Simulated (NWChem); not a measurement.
# C5H6 (SMILES C=C1C=C1C) at 5 levels

Aim: a comparison of 5 runs (HF/STO-3G, HF/3-21G, PBE/STO-3G, B3LYP/6-31G*) of C5H6. 

The results are computed with NWChem 7.3.0.

## Step 1: Starting point

C5H6: 11 atoms, total charge 0, spin state singlet. As SMILES, `C=C1C=C1C`. Geometry: relaxed at PBE0-D4/def2-TZVP.

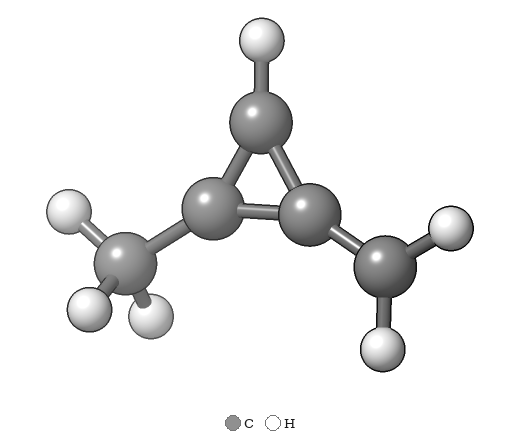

The structure, seen from a chosen angle (carbon grey, hydrogen white).

## Step 2: Energy and forces at HF/STO-3G (run 1)

Contents of c5h6.nw:

```
start c5h6
title "C5H6 gradient"
memory total 2200 mb

geometry noautosym nocenter noautoz
  C       -1.519100       0.832100       1.243600
  C       -0.599100       0.009400       0.756100
  C        0.170500      -1.195500       0.772500
  C        0.397100      -0.348000      -0.209700
  C        1.120600       0.021000      -1.429900
  H       -2.069000       0.584000       2.142200
  H       -1.739900       1.770500       0.751700
  H        0.407400      -2.135700       1.244700
  H        1.634600       0.975100      -1.282900
  H        1.849100      -0.737800      -1.717100
  H        0.412800       0.167800      -2.250600
end

basis "ao basis" spherical bse
  * library STO-3G
end

scf
  thresh 1e-08
  maxiter 80
end

task scf gradient
```

The run is started by

```bash
nwchem c5h6.nw > c5h6.out
```

The program printed:

```text
[...]
  functions       =    31
[...]
  wavefunction    = RHF
[...]
         Total SCF energy =   -190.351903842365
      One-electron energy =   -547.945631746693
      Two-electron energy =    210.644566320736
 Nuclear repulsion energy =    146.949161583592
        Time for solution =      1.5s
[...]
                         RHF ENERGY GRADIENTS
    atom               coordinates                        gradient
                 x          y          z           x          y          z
   1 C      -2.870683   1.572441   2.350063   -0.020523   0.018707   0.010633
   2 C      -1.132135   0.017763   1.428822    0.039326  -0.033376  -0.022328
   3 C       0.322198  -2.259167   1.459813   -0.009989  -0.000951   0.013346
   4 C       0.750410  -0.657625  -0.396276    0.006380   0.023714  -0.027509
   5 C       2.117627   0.039684  -2.702119   -0.013055  -0.012781   0.027085
   6 H      -3.909843   1.103600   4.048171   -0.002163  -0.002489   0.004760
   7 H      -3.287934   3.345760   1.420507   -0.000127   0.004480  -0.003541
   8 H       0.769874  -4.035888   2.352142    0.000857  -0.001796   0.000388
   9 H       3.088946   1.842672  -2.424329    0.000139   0.004593   0.000496
  10 H       3.494292  -1.394240  -3.244848    0.002457  -0.002373  -0.001143
  11 H       0.780079   0.317096  -4.253017   -0.003301   0.002272  -0.002187
[...]
```

It took 2.3 s on 1 thread of Intel Xeon Platinum 8559C (Emerald Rapids), shared host; peak memory 0.099 GiB.

## Step 3: Energy and forces at HF/3-21G (run 2)

Contents of input.nw:

```
start input
title "C5H6 hf"
memory total 2200 mb

geometry noautosym nocenter noautoz
  C     -1.519100     0.832100     1.243600
  C     -0.599100     0.009400     0.756100
  C      0.170500    -1.195500     0.772500
  C      0.397100    -0.348000    -0.209700
  C      1.120600     0.021000    -1.429900
  H     -2.069000     0.584000     2.142200
  H     -1.739900     1.770500     0.751700
  H      0.407400    -2.135700     1.244700
  H      1.634600     0.975100    -1.282900
  H      1.849100    -0.737800    -1.717100
  H      0.412800     0.167800    -2.250600
end

basis spherical bse
  * library 3-21G
end

scf
  thresh 1e-08
  maxiter 80
  print medium
end

task scf gradient
```

The run is started by

```bash
nwchem input.nw > input.out
```

The program printed:

```text
[...]
  functions       =    57
[...]
  wavefunction    = RHF
[...]
         Total SCF energy =   -191.620775144695
      One-electron energy =   -547.636410827150
      Two-electron energy =    209.066474098863
 Nuclear repulsion energy =    146.949161583592
        Time for solution =      2.1s
[...]
                         RHF ENERGY GRADIENTS
    atom               coordinates                        gradient
                 x          y          z           x          y          z
   1 C      -2.870683   1.572441   2.350063   -0.006316   0.005555   0.003479
   2 C      -1.132135   0.017763   1.428822    0.023895  -0.020273  -0.013579
   3 C       0.322198  -2.259167   1.459813   -0.010108   0.014706   0.000645
   4 C       0.750410  -0.657625  -0.396276   -0.003393   0.010650  -0.004382
   5 C       2.117627   0.039684  -2.702119   -0.004812  -0.005431   0.010531
   6 H      -3.909843   1.103600   4.048171   -0.003833  -0.002183   0.006617
   7 H      -3.287934   3.345760   1.420507   -0.001158   0.006532  -0.003922
   8 H       0.769874  -4.035888   2.352142    0.003430  -0.012748   0.006123
   9 H       3.088946   1.842672  -2.424329    0.001748   0.005432   0.000376
  10 H       3.494292  -1.394240  -3.244848    0.004234  -0.004030  -0.001993
  11 H       0.780079   0.317096  -4.253017   -0.003687   0.001787  -0.003896
[...]
```

Wall time 3 s (1 thread of Intel Xeon Platinum 8559C (Emerald Rapids), shared host); peak memory 0.1 GiB.

Runs 3 to 4 aren't shown in full; the table further down has their settings and results.

## Step 4: Energy and forces at B3LYP/6-31G(d) (Cartesian functions) (run 5)

Contents of mol.nw:

```
start mol
title "C5H6"
memory stack 880 mb heap 220 mb global 1100 mb

geometry noautosym nocenter noautoz
   C       -1.519100       0.832100       1.243600
   C       -0.599100       0.009400       0.756100
   C        0.170500      -1.195500       0.772500
   C        0.397100      -0.348000      -0.209700
   C        1.120600       0.021000      -1.429900
   H       -2.069000       0.584000       2.142200
   H       -1.739900       1.770500       0.751700
   H        0.407400      -2.135700       1.244700
   H        1.634600       0.975100      -1.282900
   H        1.849100      -0.737800      -1.717100
   H        0.412800       0.167800      -2.250600
end

basis
   * library 6-31G*
end

dft
   xc b3lyp
   grid xfine
   convergence energy 1e-08
   iterations 100
   mulliken
end

task dft gradient
```

The run is started by

```bash
nwchem mol.nw > mol.out
```

The program printed:

```text
[...]
          Wavefunction type:  closed shell.
          No. of atoms     :    11
          No. of electrons :    36
[...]
          Charge           :     0
          Spin multiplicity:     1
[...]
          AO basis - number of functions:    87
[...]
              XC Information
              --------------
                         B3LYP Method XC Potential
                     Hartree-Fock (Exact) Exchange  0.200
                        Slater Exchange Functional  0.800 local
                    Becke 1988 Exchange Functional  0.720 non-local
              Lee-Yang-Parr Correlation Functional  0.810
                  VWN I RPA Correlation Functional  0.190 local
[...]
 d= 0,ls=0.0,diis     1   -193.9614955481 -3.41D+02  1.29D-02  6.09D-01     4.0
[...]
 d= 0,ls=0.0,diis    10   -194.0277927735 -1.82D-09  4.09D-07  1.46D-09    37.7
         Total DFT energy =     -194.027792773518
      One electron energy =     -550.227064524217
           Coulomb energy =      238.584762148386
    Exchange-Corr. energy =      -29.334651981279
 Nuclear repulsion energy =      146.949161583592
[...]
      Total Density - Mulliken Population Analysis
     ---------------------------------------------
    Atom       Charge   Shell Charges
 -----------   ------   -------------------------------------------------------
    1 C    6     6.52   1.99  0.68  2.11  0.60  1.13  0.01
    2 C    6     5.80   1.99  0.71  2.06  0.48  0.55  0.01
    3 C    6     6.21   1.99  0.70  2.08  0.59  0.82  0.02
    4 C    6     5.86   1.99  0.71  2.07  0.49  0.58  0.02
    5 C    6     6.55   1.99  0.68  2.16  0.65  1.04  0.03
    6 H    1     0.88   0.53  0.35
    7 H    1     0.88   0.53  0.35
    8 H    1     0.85   0.52  0.33
    9 H    1     0.82   0.52  0.30
   10 H    1     0.83   0.53  0.30
[...]
  wavefunction    = closed shell
[...]
```

Run time: 44 s. Hardware: 1 thread of Intel Xeon Platinum 8559C (Emerald Rapids), shared host; peak memory 0.15 GiB.

## Step 5: The series

```tsv
run	level	iteration cap	module	energy (Eh)	dipole moment (D)	HOMO energy (eV)	LUMO energy (eV)	wall time
1	HF/STO-3G	80	scf	-190.351904	2.35	-5.93	7.96	2.3 s
2	HF/3-21G	80	scf	-191.620775	2.57	-7.71	4.42	3 s
3	PBE/STO-3G	100	dft	-191.382928	2.09	–	–	18 s
4	B3LYP/6-31G* (spherical functions)	100	dft	-194.023856	2.48	–	–	42 s
5	B3LYP/6-31G* (Cartesian functions)	100	dft	-194.027793	2.48	-5.15	0.11	44 s
```

## Step 6: Results

```
                       quantity          value
            run 5: total energy  -194.02779 Eh
           run 5: dipole moment         2.48 D
             run 5: HOMO energy       -5.15 eV
             run 5: LUMO energy        0.11 eV
           run 5: HOMO–LUMO gap        5.26 eV
run 5: largest force on an atom     0.563 eV/Å
```

What this shows: The dipole moment (its size) runs from 2.09 D (PBE/STO-3G) to 2.57 D (HF/3-21G). The two ends differ in method and basis. Over runs 1, 2, 5 the HOMO–LUMO gap runs from 5.26 eV (B3LYP/6-31G*) to 13.89 eV (HF/STO-3G). Totals of different functionals can't be ranked against each other. In runs 1, 3 the basis is minimal, so the values are rough. All runs together took 1.8 min, the longest 44 s.
